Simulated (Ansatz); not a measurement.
**B2+ (quartet): one geometry, many settings**

What do other methods and options give for B2+ (quartet) at this geometry, and how long do they take?

Method: the settings change from run to run; program: Ansatz 0.2.0, Gaussian basis.

17 further runs of the same task are left out: 1 for a known fault of the program, 5 that didn't finish, 11 set aside as unsound or not needed.

### 1 The geometry

The geometry is a PBE0/def2-TZVP stationary point (not a proven minimum) of the parent state, kept for this charge and spin.

2 atoms, charge 1, spin multiplicity 4.

Atoms are counted from 1 here; the program's logs count them from 0.

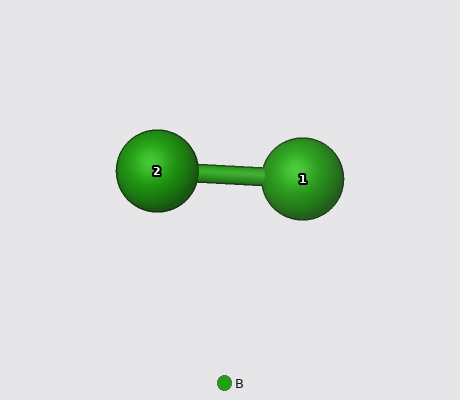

The geometry (boron green); atoms are numbered from 1 in the order of the file.

As a file:

```xyz
2
charge 1, multiplicity 4
B     0.0000    0.0000    0.0000
B     0.0000    0.0000    1.5618
```

### 2 CASSCF(3,8)/6-31G

in.yaml reads:

```yaml
crystal:
  periodic: [false, false, false]
  atoms:
    - {symbol: B, position_ang: [0.000000, 0.000000, 0.000000]}
    - {symbol: B, position_ang: [0.000000, 0.000000, 1.561787]}
basis:
  gaussian: {orbitals: 6-31G}
total_charge: 1
magnetization: {spin_polarized: false, initial_magnetization: 3}
correlation: {active_space: {window: {electrons: 3, orbitals: 8}, states: [{multiplicity: 4, weights: [1, 1]}]}}
output: {forces: true}
```

Launch:

```
$ ansatz run in.yaml --threads 1 --pin off --events-out ev --progress --plain --max-ram 2393MiB
```

Log:

```text
Functional definition: HF
  name "HF"
  cite "Fock, Z. Phys. 61, 126 (1930) doi:10.1007/BF01340294"
  parent pbe
  exchange = exact_x
  correlation = 0
396 factors; integrals over basis functions are off by at most 1.4e-7 eV
mean field evaluation 1: about -1326.5741 eV, gradient 5.5e0 eV
mean field evaluation 2: about -1326.5880 eV, gradient 5.6e0 eV
mean field evaluation 4: about -1326.8078 eV, gradient 3.8e-1 eV
mean field evaluation 8: about -1326.8092 eV, gradient 2.4e-4 eV
mean field evaluation 16: about -1328.3731 eV, gradient 2.1e0 eV
mean field evaluation 32: about -1326.8092 eV, gradient 4.2e-7 eV
mean field evaluation 64: about -1326.8092 eV, gradient 2.9e-6 eV
mean field -1328.45093653 eV, -48.8196714611 hartree, gradient 6.6e-6 eV, S^2 3.750000; 9 other end points of the search recorded, 0 dependent functions left out
reference -1328.45093653 eV, -48.8196714611 hartree; 6, 3 occupied and 12, 15 virtual orbitals, 396 factors
state -1328.62130829 eV, -48.8259325077 hartree
state -1328.62130829 eV, -48.8259325077 hartree
the calculation of the forces begins
Total energy: -1328.62130829 eV, -48.8259325077 hartree
Atom 0 at     0.000000     0.000000     0.000000 Å, force     0.000000    -0.000000    -2.049363 eV/Å
Atom 1 at     0.000000     0.000000     1.561787 Å, force    -0.000000     0.000000     2.049363 eV/Å
Dipole moment:    -0.000000    -0.000000    -0.000000 e Å
```

Wall time 2 s (1 thread of Intel Xeon at 2.50GHz, shared host).

From the report: 56 determinants; active occupations (of the averaged states) 1.00, 1.00, 0.50, 0.50, 0.00, 0.00, 0.00, 0.00.

### 3 CISDT/STO-3G

in.yaml reads:

```yaml
crystal:
  periodic: [false, false, false]
  atoms:
    - {symbol: B, position_ang: [0.000000, 0.000000, 0.000000]}
    - {symbol: B, position_ang: [0.000000, 0.000000, 1.561787]}
basis:
  gaussian: {orbitals: STO-3G}
total_charge: 1
magnetization: {spin_polarized: false, initial_magnetization: 3}
correlation: {active_space: {ras: {orbitals: [1, 3, 4], electrons: 5, max_holes: 3, max_particles: 3}, fixed_orbitals: true}}
output: {forces: true}
```

Same command.

Log (excerpt; [...] marks lines left out):

```text
Functional definition: HF
  name "HF"
  cite "Fock, Z. Phys. 61, 126 (1930) doi:10.1007/BF01340294"
  parent pbe
[...]
126 factors; integrals over basis functions are off by at most 2.5e-4 eV
[...]
mean field -1312.34610946 eV, -48.2278299824 hartree, gradient 3.8e-7 eV, S^2 3.750000; 9 other end points of the search recorded, 0 dependent functions left out
reference -1312.34610946 eV, -48.2278299824 hartree; 6, 3 occupied and 4, 7 virtual orbitals, 126 factors
state -1313.56057517 eV, -48.2724607741 hartree
[...]
Total energy: -1313.56057517 eV, -48.2724607741 hartree
Atom 0 at     0.000000     0.000000     0.000000 Å, force    -0.000000    -0.000000    -2.634458 eV/Å
Atom 1 at     0.000000     0.000000     1.561787 Å, force     0.000000     0.000000     2.634458 eV/Å
Dipole moment:    -0.000000    -0.000000    -0.000000 e Å
```

It took 0.99 s on 1 thread of Intel Xeon at 2.50GHz, shared host.

From the report: 62 determinants.

### 4 CCSDT(Q)/B on ROHF/cc-pVDZ

in.yaml reads:

```yaml
crystal:
  periodic: [false, false, false]
  atoms:
    - {symbol: B, position_ang: [0.000000, 0.000000, 0.000000]}
    - {symbol: B, position_ang: [0.000000, 0.000000, 1.561787]}
basis:
  gaussian: {orbitals: cc-pVDZ}
total_charge: 1
magnetization: {spin_polarized: false, initial_magnetization: 3}
correlation: {method: ccsdt_q_b, electrons: outside_noble_gas}
```

Same command.

Log (excerpt; [...] marks lines left out):

```text
Functional definition: HF
  name "HF"
  cite "Fock, Z. Phys. 61, 126 (1930) doi:10.1007/BF01340294"
  parent pbe
[...]
488 factors; integrals over basis functions are off by at most 1.5e-7 eV
[...]
mean field -1328.77925557 eV, -48.8317369633 hartree, gradient 2.1e-6 eV, S^2 3.750000; 11 other end points of the search recorded, 0 dependent functions left out
[...]
determinant -1328.77925557 eV, -48.8317369633 hartree, with singles and doubles -1330.71478887 eV, -48.9028665002 hartree
determinant -1327.16219283 eV, -48.7723110035 hartree, with singles and doubles -1330.22502622 eV, -48.8848680546 hartree
determinant -1328.77925557 eV, -48.8317369633 hartree, with singles and doubles -1330.71533032 eV, -48.9028863979 hartree
determinant -1327.16219283 eV, -48.7723110035 hartree, with singles and doubles -1330.22495530 eV, -48.8848654486 hartree
[...]
2 core orbitals not correlated: weight in the atoms' cores, before any rotation towards them, 1.000 or more for the frozen orbitals, at most 0.000 for the correlated occupied ones
reference -1328.77925557 eV, -48.8317369633 hartree; 4, 1 occupied and 22, 25 virtual orbitals, 488 factors
second order -1.37692854 eV of doubles, -0.02613121 eV of singles
cycle   1  -1.74757882 eV  change   -3.4e-1 eV  update   5.4e-2
[...]
cycle  15  -2.00764368 eV  change    1.6e-8 eV  update   1.5e-7
perturbative correction -0.00138433 eV, -0.0000508732 hartree
Total energy: -1330.78828358 eV, -48.9055673810 hartree
```

It took 9.5 s on 1 thread of Intel Xeon at 2.50GHz, shared host.

From the report: correlation -2.0090 eV; T1 0.021; largest double amplitude 0.08.

### 5 BCCD on UHF/pcseg-2

in.yaml reads:

```yaml
crystal:
  periodic: [false, false, false]
  atoms:
    - {symbol: B, position_ang: [0.000000, 0.000000, 0.000000]}
    - {symbol: B, position_ang: [0.000000, 0.000000, 1.561787]}
basis:
  gaussian: {orbitals: pcseg-2}
total_charge: 1
magnetization: {spin_polarized: true, initial_magnetization: 3}
correlation: {method: bccd, electrons: outside_noble_gas}
scf: {lower_state_search: full}
```

The command is unchanged.

Log (excerpt; [...] marks lines left out):

```text
Functional definition: HF
  name "HF"
  cite "Fock, Z. Phys. 61, 126 (1930) doi:10.1007/BF01340294"
  parent pbe
[...]
367 factors; integrals over basis functions are off by at most 1.5e-3 eV
[...]
mean field -1328.91597289 eV, -48.8367612320 hartree, gradient 8.7e-7 eV, S^2 3.752771; 13 other end points of the search recorded, 0 dependent functions left out
determinant -1328.91597289 eV, -48.8367612320 hartree, with singles and doubles -1331.16482481 eV, -48.9194050160 hartree
determinant -1327.67118255 eV, -48.7910160309 hartree, with singles and doubles -1330.67921085 eV, -48.9015590320 hartree
determinant -1328.91597289 eV, -48.8367612320 hartree, with singles and doubles -1331.14590362 eV, -48.9187096748 hartree
determinant -1327.67118255 eV, -48.7910160309 hartree, with singles and doubles -1330.64466920 eV, -48.9002896496 hartree
2 core orbitals not correlated: weight in the atoms' cores, before any rotation towards them, 1.000 or more for the frozen orbitals, at most 0.000 for the correlated occupied ones
reference -1328.91597289 eV, -48.8367612320 hartree; 4, 1 occupied and 54, 57 virtual orbitals, 367 factors
second order -1.72797623 eV of doubles, -0.00000000 eV of singles
cycle   1  -2.22902779 eV  change    9.0e-4 eV  update   1.3e-3
[...]
cycle   6  -2.22850741 eV  change   -2.2e-6 eV  update   3.6e-6
Total energy: -1331.14448030 eV, -48.9186573687 hartree
```

Wall time 11 s (1 thread of Intel Xeon at 2.50GHz, shared host).

From the report: ⟨S²⟩ of the determinant 3.753 (pure quartet: 3.75); correlation -2.2285 eV; largest double amplitude 0.07.

### 6 BCCD on UHF/STO-3G

in.yaml reads:

```yaml
crystal:
  periodic: [false, false, false]
  atoms:
    - {symbol: B, position_ang: [0.000000, 0.000000, 0.000000]}
    - {symbol: B, position_ang: [0.000000, 0.000000, 1.561787]}
basis:
  gaussian: {orbitals: STO-3G}
total_charge: 1
magnetization: {spin_polarized: true, initial_magnetization: 3}
correlation: {method: bccd, electrons: valence}
output: {forces: true}
```

The command is unchanged.

Log (excerpt; [...] marks lines left out):

```text
Functional definition: HF
  name "HF"
  cite "Fock, Z. Phys. 61, 126 (1930) doi:10.1007/BF01340294"
  parent pbe
[...]
126 factors; integrals over basis functions are off by at most 2.5e-4 eV
[...]
mean field -1312.34611005 eV, -48.2278300043 hartree, gradient 6.9e-7 eV, S^2 3.750000; 10 other end points of the search recorded, 0 dependent functions left out
determinant -1312.34611005 eV, -48.2278300043 hartree, with singles and doubles -1313.53404997 eV, -48.2714859911 hartree
determinant -1310.86633436 eV, -48.1734492507 hartree, with singles and doubles -1313.01808824 eV, -48.2525247473 hartree
determinant -1312.34611005 eV, -48.2278300043 hartree, with singles and doubles -1313.53686650 eV, -48.2715894968 hartree
determinant -1310.86633436 eV, -48.1734492507 hartree, with singles and doubles -1313.02189599 eV, -48.2526646794 hartree
2 core orbitals not correlated: weight in the atoms' cores, before any rotation towards them, 1.000 or more for the frozen orbitals, at most 0.000 for the correlated occupied ones
reference -1312.34611005 eV, -48.2278300043 hartree; 4, 1 occupied and 4, 7 virtual orbitals, 126 factors
second order -0.72734857 eV of doubles, -0.00000000 eV of singles
cycle   1  -1.19113419 eV  change   -3.8e-4 eV  update   6.0e-4
[...]
cycle   7  -1.19041633 eV  change    1.1e-6 eV  update   3.7e-7
[...]
Total energy: -1313.53652638 eV, -48.2715769976 hartree
Atom 0 at     0.000000     0.000000     0.000000 Å, force     0.000000    -0.000000    -2.583392 eV/Å
Atom 1 at     0.000000     0.000000     1.561787 Å, force     0.000000    -0.000000     2.583392 eV/Å
Dipole moment:    -0.000000     0.000000    -0.000000 e Å
```

Wall time 1.4 s (1 thread of Intel Xeon at 2.50GHz, shared host).

From the report: ⟨S²⟩ of the determinant 3.750 (pure quartet: 3.75); correlation -1.1904 eV; largest double amplitude 0.10.

### 7 BCCD(T) on ROHF/pcseg-2

in.yaml reads:

```yaml
crystal:
  periodic: [false, false, false]
  atoms:
    - {symbol: B, position_ang: [0.000000, 0.000000, 0.000000]}
    - {symbol: B, position_ang: [0.000000, 0.000000, 1.561787]}
basis:
  gaussian: {orbitals: pcseg-2}
total_charge: 1
magnetization: {spin_polarized: false, initial_magnetization: 3}
correlation: {method: bccd_t, electrons: valence, diis_vectors: 4}
output: {forces: true}
```

Launched as before.

Log (excerpt; [...] marks lines left out):

```text
Functional definition: HF
  name "HF"
  cite "Fock, Z. Phys. 61, 126 (1930) doi:10.1007/BF01340294"
  parent pbe
[...]
367 factors; integrals over basis functions are off by at most 1.5e-3 eV
[...]
mean field -1328.87570869 eV, -48.8352815501 hartree, gradient 7.8e-7 eV, S^2 3.750000; 11 other end points of the search recorded, 0 dependent functions left out
[...]
determinant -1328.87570869 eV, -48.8352815501 hartree, with singles and doubles -1331.16516599 eV, -48.9194175539 hartree
determinant -1327.24425343 eV, -48.7753266750 hartree, with singles and doubles -1330.68970112 eV, -48.9019445423 hartree
determinant -1328.87570869 eV, -48.8352815501 hartree, with singles and doubles -1331.14374968 eV, -48.9186305190 hartree
determinant -1327.24425343 eV, -48.7753266750 hartree, with singles and doubles -1330.62387721 eV, -48.8995255581 hartree
determinant -1328.87570869 eV, -48.8352815501 hartree, with singles and doubles -1331.14392871 eV, -48.9186370984 hartree
determinant -1327.24425343 eV, -48.7753266750 hartree, with singles and doubles -1330.62388446 eV, -48.8995258246 hartree
2 core orbitals not correlated: weight in the atoms' cores, before any rotation towards them, 1.000 or more for the frozen orbitals, at most 0.000 for the correlated occupied ones
reference -1328.87570869 eV, -48.8352815501 hartree; 4, 1 occupied and 54, 57 virtual orbitals, 367 factors
second order -1.73859626 eV of doubles, -0.02766115 eV of singles
cycle   1  -2.26851978 eV  change   -3.0e-4 eV  update   1.7e-3
[...]
cycle   9  -2.26793968 eV  change   -1.3e-7 eV  update   2.6e-7
perturbative correction -0.07353563 eV, -0.0027023847 hartree
[...]
Total energy: -1331.21718400 eV, -48.9213291806 hartree
Atom 0 at     0.000000     0.000000     0.000000 Å, force     0.000000     0.000000    -1.804037 eV/Å
Atom 1 at     0.000000     0.000000     1.561787 Å, force    -0.000000    -0.000000     1.804037 eV/Å
Dipole moment:     0.000000     0.000000     0.000000 e Å
```

It took 22 s on 1 thread of Intel Xeon at 2.50GHz, shared host; peak memory 0.3 GiB.

From the report: correlation -2.3415 eV; largest double amplitude 0.07.

### 8 CISDT/6-31G*

in.yaml reads:

```yaml
crystal:
  periodic: [false, false, false]
  atoms:
    - {symbol: B, position_ang: [0.000000, 0.000000, 0.000000]}
    - {symbol: B, position_ang: [0.000000, 0.000000, 1.561787]}
basis:
  gaussian: {orbitals: "6-31G*"}
total_charge: 1
magnetization: {spin_polarized: false, initial_magnetization: 3}
correlation: {active_space: {ras: {orbitals: [1, 3, 24], electrons: 5, max_holes: 3, max_particles: 3}, fixed_orbitals: true}}
output: {forces: true}
```

Launched as before.

Log (excerpt; [...] marks lines left out):

```text
Functional definition: HF
  name "HF"
  cite "Fock, Z. Phys. 61, 126 (1930) doi:10.1007/BF01340294"
  parent pbe
[...]
280 factors; integrals over basis functions are off by at most 1.7e-3 eV
[...]
mean field -1328.72412252 eV, -48.8297108611 hartree, gradient 5.1e-6 eV, S^2 3.750000; 9 other end points of the search recorded, 0 dependent functions left out
reference -1328.72412252 eV, -48.8297108611 hartree; 6, 3 occupied and 24, 27 virtual orbitals, 280 factors
state -1330.82200308 eV, -48.9068065497 hartree
[...]
Total energy: -1330.82200308 eV, -48.9068065497 hartree
Atom 0 at     0.000000     0.000000     0.000000 Å, force    -0.000000     0.000000    -2.124290 eV/Å
Atom 1 at     0.000000     0.000000     1.561787 Å, force     0.000000    -0.000000     2.124290 eV/Å
Dipole moment:    -0.000000    -0.000000     0.000000 e Å
```

It took 6.5 s on 1 thread of Intel Xeon at 2.50GHz, shared host.

From the report: 10,395 determinants.

### 9 CCSD(T) on ROHF/cc-pVTZ

in.yaml reads:

```yaml
crystal:
  periodic: [false, false, false]
  atoms:
    - {symbol: B, position_ang: [0.000000, 0.000000, 0.000000]}
    - {symbol: B, position_ang: [0.000000, 0.000000, 1.561787]}
basis:
  gaussian: {orbitals: cc-pVTZ}
total_charge: 1
magnetization: {spin_polarized: false, initial_magnetization: 3}
correlation: {method: ccsd_t, electrons: outside_noble_gas}
scf: {lower_state_search: off}
output: {forces: true}
```

The command is unchanged.

Log (excerpt; [...] marks lines left out):

```text
Functional definition: HF
  name "HF"
  cite "Fock, Z. Phys. 61, 126 (1930) doi:10.1007/BF01340294"
  parent pbe
[...]
360 factors; integrals over basis functions are off by at most 9.7e-4 eV
[...]
mean field -1328.99134313 eV, -48.8395310374 hartree, gradient 1.4e-6 eV, S^2 3.750000; 3 other end points of the search recorded, 0 dependent functions left out
2 core orbitals not correlated: weight in the atoms' cores, before any rotation towards them, 1.000 or more for the frozen orbitals, at most 0.000 for the correlated occupied ones
reference -1328.99134313 eV, -48.8395310374 hartree; 4, 1 occupied and 54, 57 virtual orbitals, 360 factors
second order -1.77752573 eV of doubles, -0.02965353 eV of singles
cycle   1  -2.14682118 eV  change   -3.4e-1 eV  update   4.9e-2
[...]
cycle  13  -2.32178008 eV  change   -1.8e-7 eV  update   1.4e-7
perturbative correction -0.07764256 eV, -0.0028533114 hartree
[...]
Total energy: -1331.39076577 eV, -48.9277081929 hartree
Atom 0 at     0.000000     0.000000     0.000000 Å, force    -0.000000     0.000000    -2.056001 eV/Å
Atom 1 at     0.000000     0.000000     1.561787 Å, force     0.000000    -0.000000     2.056001 eV/Å
Dipole moment:     0.000000    -0.000000     0.000000 e Å
Checks for a lower state left out: starts, cluster_reference, orbital_swaps, neighbouring_geometries, increment
```

Wall time 9.5 s (1 thread of Intel Xeon at 2.50GHz, shared host).

From the report: correlation -2.3994 eV; T1 0.020; largest double amplitude 0.07.

### 10 CCSDT(Q) on ROHF/STO-3G

in.yaml reads:

```yaml
crystal:
  periodic: [false, false, false]
  atoms:
    - {symbol: B, position_ang: [0.000000, 0.000000, 0.000000]}
    - {symbol: B, position_ang: [0.000000, 0.000000, 1.561787]}
basis:
  gaussian: {orbitals: STO-3G}
total_charge: 1
magnetization: {spin_polarized: false, initial_magnetization: 3}
correlation: {method: ccsdt_q, electrons: outside_noble_gas}
```

Same command.

Log (excerpt; [...] marks lines left out):

```text
Functional definition: HF
  name "HF"
  cite "Fock, Z. Phys. 61, 126 (1930) doi:10.1007/BF01340294"
  parent pbe
[...]
149 factors; integrals over basis functions are off by at most 3.4e-8 eV
[...]
mean field -1312.34625695 eV, -48.2278354027 hartree, gradient 1.0e-6 eV, S^2 3.750000; 10 other end points of the search recorded, 0 dependent functions left out
[...]
determinant -1312.34625695 eV, -48.2278354027 hartree, with singles and doubles -1313.53422034 eV, -48.2714922521 hartree
determinant -1310.44082350 eV, -48.1578120149 hartree, with singles and doubles -1312.98927760 eV, -48.2514659757 hartree
determinant -1312.34625695 eV, -48.2278354027 hartree, with singles and doubles -1313.53703627 eV, -48.2715957356 hartree
determinant -1310.44082350 eV, -48.1578120149 hartree, with singles and doubles -1312.99075142 eV, -48.2515201377 hartree
2 core orbitals not correlated: weight in the atoms' cores, before any rotation towards them, 1.000 or more for the frozen orbitals, at most 0.000 for the correlated occupied ones
reference -1312.34625695 eV, -48.2278354027 hartree; 4, 1 occupied and 4, 7 virtual orbitals, 149 factors
second order -0.72736809 eV of doubles, -0.00000000 eV of singles
cycle   1  -0.98504491 eV  change   -2.6e-1 eV  update   5.1e-2
[...]
cycle  13  -1.21746546 eV  change   -4.1e-7 eV  update   2.7e-7
perturbative correction 0.00015973 eV, 0.0000058701 hartree
Total energy: -1313.56356268 eV, -48.2725705630 hartree
```

It took 3.1 s on 1 thread of Intel Xeon at 2.50GHz, shared host.

From the report: correlation -1.2173 eV; T1 0.014; largest double amplitude 0.11.

### 11 All runs side by side

Where basis and cores are those of an earlier UCCSDT(Q)/cc-pVTZ run (-1331.4154 eV), and the state is the same kind, the miss against it is given.

```csv
level,correlated,functions,energy (eV),from UCCSDT(Q) (meV),time
"CASSCF(3,8)/6-31G (mean of several states)",,18,-1328.6213,,2 s
CISDT/STO-3G,outside noble gas,10,-1313.5606,,0.99 s
CCSDT(Q)/B on ROHF/cc-pVDZ,outside noble gas,28,-1330.7883,,9.5 s
BCCD on UHF/pcseg-2,outside noble gas,60,-1331.1445,,11 s
BCCD on UHF/STO-3G,valence,10,-1313.5365,,1.4 s
BCCD(T) on ROHF/pcseg-2,valence,60,-1331.2172,,22 s
CISDT/6-31G*,outside noble gas,30,-1330.8220,,6.5 s
CCSD(T) on ROHF/cc-pVTZ,outside noble gas,60,-1331.3908,24.6,9.5 s
CCSDT(Q) on ROHF/STO-3G,outside noble gas,10,-1313.5636,,3.1 s
```

### 12 Summary of results

```
quantity                          value
    runs                              9
quickest           CISDT/STO-3G, 0.99 s
 slowest  BCCD(T) on ROHF/pcseg-2, 22 s
```

Total energies in different bases, with other cores or another treatment of relativity can't be set against each other. BCCD(T) on ROHF/pcseg-2 took 22 times as long as CISDT/STO-3G; the jobs differ in more than the method.
